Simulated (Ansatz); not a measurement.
## Electronic structure of CH2AlFO (SMILES [CH2][O][Al+][F]) (charge +1, doublet) in real space

Input file:

```
basis:
  gaussian:
    orbitals: def2-TZVPD
crystal:
  periodic: [false, false, false]
  atoms:
    - {symbol: C, position_ang: [-0.540243, 0.701877, -1.374777]}
    - {symbol: Al, position_ang: [0.213287, -2.289267, -1.477782]}
    - {symbol: F, position_ang: [1.548481, -2.537877, -2.423028]}
    - {symbol: O, position_ang: [-0.150146, -0.470041, -1.482094]}
    - {symbol: H, position_ang: [-0.147196, 1.346049, -0.554121]}
    - {symbol: H, position_ang: [-1.283272, 1.109657, -2.099050]}
total_charge: 1
magnetization:
  spin_polarized: true
  initial_magnetization: 1
hamiltonian:
  xc: {name: PBE0}
output:
  forces: true
  orbitals: {seedname: orbitals}
```

Command:

```sh
ansatz run input.yaml --threads 1 --pin off --max-ram 2610MiB --events-out events.jsonl --progress --plain --runs-dir runs
```

Geometry: PBE-D3(BJ)/def2-SVP.

These are results of Ansatz, isolated molecule in a Gaussian basis; Kohn-Sham density functional theory, functional PBE0, not measurements.

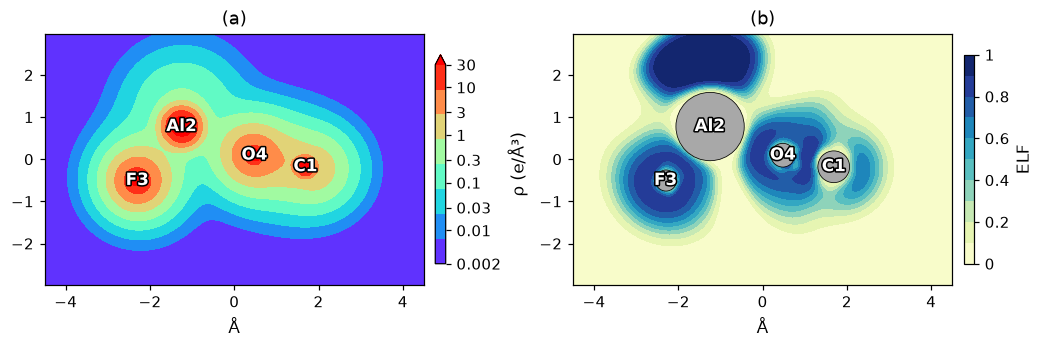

Figure 1. (a) total electron density; (b) ELF on the plane of atoms C1, O4 and Al2. Grey discs cover the atomic cores in the ELF map.

Q: What does the map show?

A: Atoms in the plane: C, Al, F and O.
C–O (1.24 Å): ρ is about 3.1 e/Å³ halfway; the ELF peaks at about 0.85 between the atoms; a polar covalent bond.
Al–F (1.65 Å): ρ at the midpoint is about 0.93 e/Å³; the ELF peaks at about 0.85 in the valence shell of F, 0.6 Å from its nucleus, and is about 0.40 at the midpoint.
Al–O (1.86 Å): ρ at the midpoint is about 0.55 e/Å³; the ELF peaks at about 0.85 in the valence shell of O, 0.6 Å from its nucleus, and is about 0.45 at the midpoint.
The ELF also peaks beside F3, away from the bonds: non-bonding electrons, paired or unpaired.

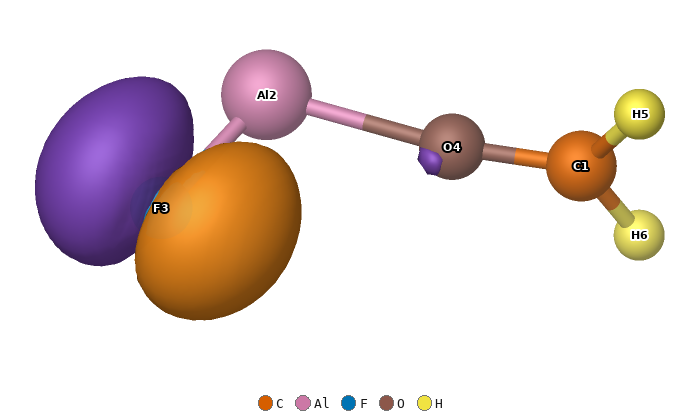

Figure 2. The HOMO−1 (β) at ±0.15 Å⁻³ᐟ² (orange and purple are the two phases), seen at an oblique angle.

Q: Describe this orbital and give its energy.

A: By Hirshfeld shares it lies mainly on F3 (about 90 %); largely a lone pair of F3. Its energy is −16.35 eV.

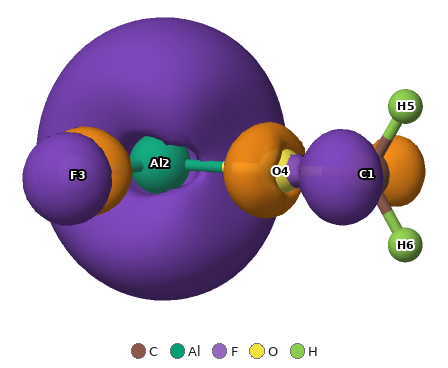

Figure 3. The HOMO (α) at ±0.08 Å⁻³ᐟ² (orange and purple are the two phases), seen across its widest extent.

Q: Where does this orbital lie, and at what energy?

A: Its weight (Hirshfeld) is mainly on Al2 (about 85 %) and F3 (about 10 %). Its energy is −12.69 eV.
